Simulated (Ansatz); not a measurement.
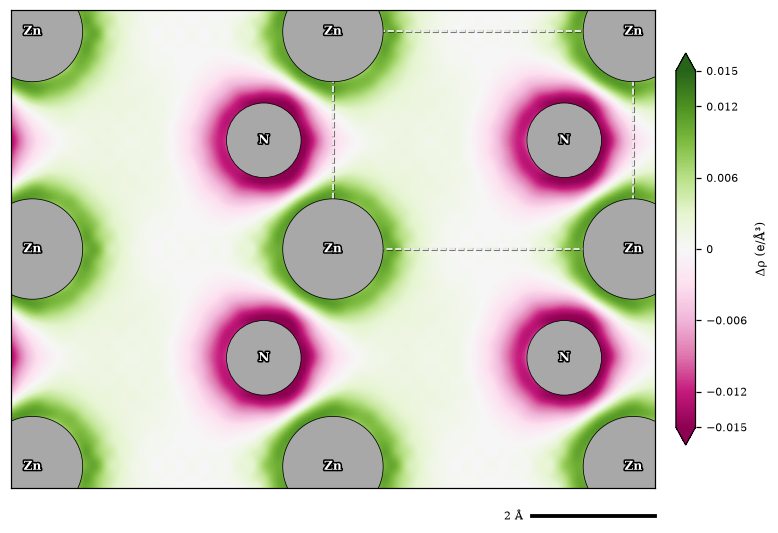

ZnSn₂N₃. Difference of the valence pseudo-densities of two functionals at the same geometry, on the (010) plane of the calculation cell: PBE less r2SCAN.

Both computed with Ansatz (plane waves, PAW), on the same k-point mesh. Grey discs cover the atomic cores.

What does the difference map show?

Against r2SCAN, PBE gives more density around Zn (+0.009 e/Å³ on average at 1.0 Å from the nucleus) and less density around N (−0.012 e/Å³ on average at 0.8 Å from the nucleus).
